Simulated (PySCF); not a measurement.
**C₇H₁₃FO (SMILES C/C(=C\F)OC(C)(C)C): density, localisation and related maps**

| atom | x (Å) | y (Å) | z (Å) |
| --- | --- | --- | --- |
| C | 2.8399 | -0.2239 | -0.2844 |
| C | 1.4962 | 0.2370 | 0.2059 |
| C | 1.3801 | 1.1717 | 1.1446 |
| F | 2.4956 | 1.7333 | 1.6846 |
| O | 0.5107 | -0.4294 | -0.4407 |
| C | -0.8946 | -0.2453 | -0.2281 |
| C | -1.5223 | -1.2397 | -1.2140 |
| C | -1.3093 | -0.6265 | 1.1960 |
| C | -1.3458 | 1.1716 | -0.5945 |
| H | 2.9419 | -1.2933 | -0.1122 |
| H | 3.6365 | 0.3052 | 0.2272 |
| H | 2.9146 | -0.0492 | -1.3556 |
| H | 0.4938 | 1.5911 | 1.5840 |
| H | -1.2141 | -0.9991 | -2.2276 |
| H | -1.1885 | -2.2480 | -0.9849 |
| H | -2.6057 | -1.2015 | -1.1536 |
| H | -0.9560 | 0.0887 | 1.9310 |
| H | -2.3930 | -0.6738 | 1.2566 |
| H | -0.9028 | -1.6036 | 1.4462 |
| H | -2.4315 | 1.2109 | -0.6159 |
| H | -0.9667 | 1.4320 | -1.5800 |
| H | -0.9894 | 1.9112 | 0.1146 |

Geometry: GFN2-xTB.

Method: PBE0/pcSseg-1, SCF density, gas phase, non-relativistic (PySCF).

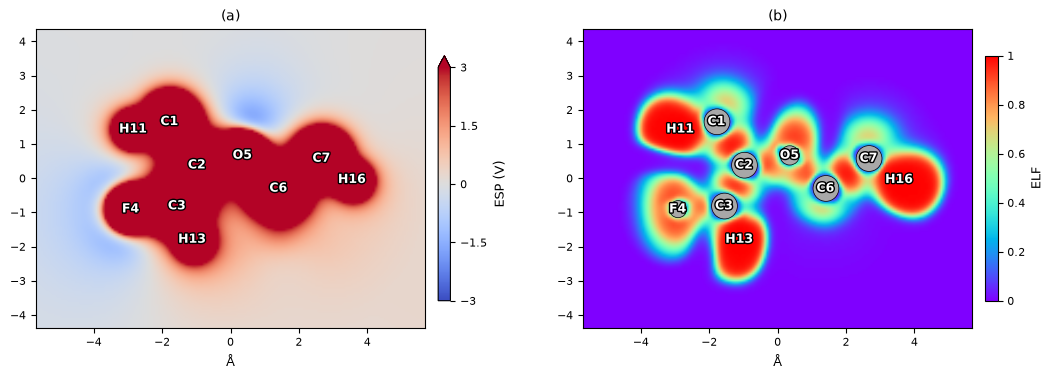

Figure 1. (a) molecular electrostatic potential; (b) electron localisation function on the plane of atoms C2, C3 and F4. Grey discs cover the atomic cores in the ELF map.

Q: What does the map show?

A:
- The plane passes through C, F, O and H nuclei.
- C–C (1.33 Å): the ELF peaks at about 0.90 between the atoms: a short, multiple covalent bond.
- C–O (1.35 Å): the ELF peaks at about 0.90 between the atoms, as expected for a shared but strongly polarised pair.
- C–F (1.36 Å): the ELF peaks at about 0.85 between the atoms: a shared but strongly polarised pair.
- C–H (1.07 Å): the ELF climbs to about 1 towards the hydrogen, as it does in any bond to H: a covalent bond by its length.
- C–O (1.43 Å): the ELF peaks at about 0.90 between the atoms (a polar covalent bond).
- The ELF also peaks beside F4 and O5, away from the bonds: lone-pair regions.
- Outside the dense part of the molecule the potential is most negative (−1.6 V) near O5.

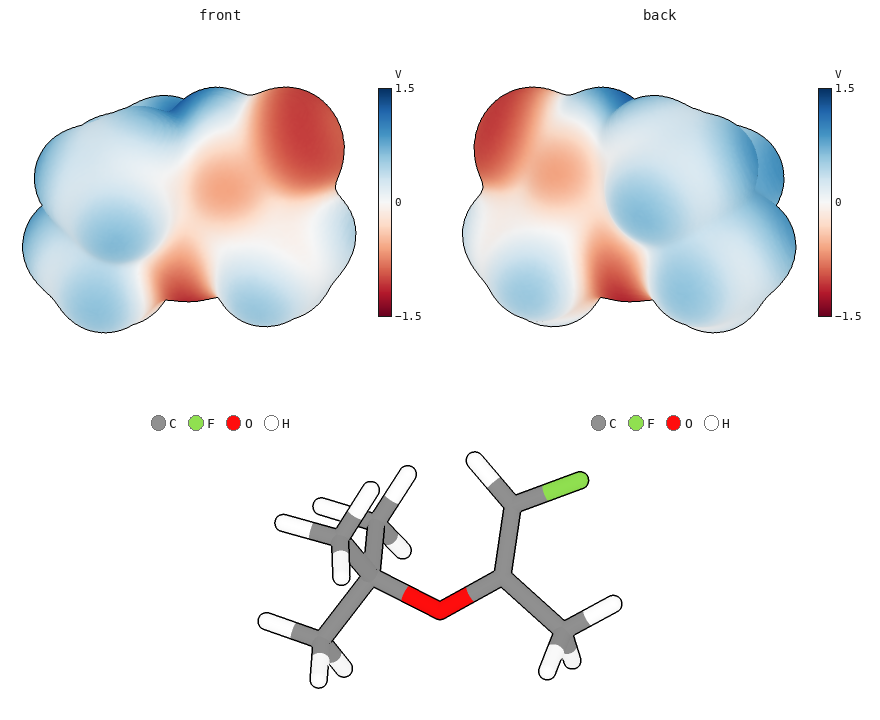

Figure 2. The molecular electrostatic potential painted on the density surface at 0.002 e/bohr³, seen from the front and from behind; red is negative and blue positive. The bare structure is drawn below in the same view.

Q: Where is the surface potential most negative and most positive?

A: The most negative region (about −1.1 V) lies over O5, the most positive (about +1.2 V) over H13. O5 is the likeliest acceptor of a hydrogen bond.

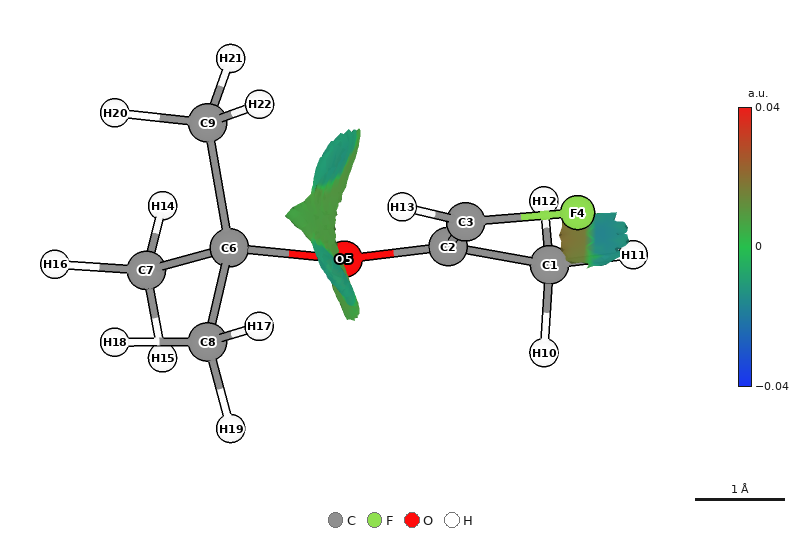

Figure 3. Non-covalent interaction (NCI) plot: the surface where the reduced density gradient is 0.5, for densities under 0.05 a.u., coloured by sign(λ₂)ρ; seen from one side.

Q: What holds or crowds the atoms apart from the covalent bonds?

A: Between H13 and C3 on one side and H22 on the other: a weak contact, attractive (blue-green) on one side and crowded (olive to red) on the other; between H11 and C1 on one side and F4 and C3 on the other: a weak contact, attractive (blue-green) on one side and crowded (olive to red) on the other.
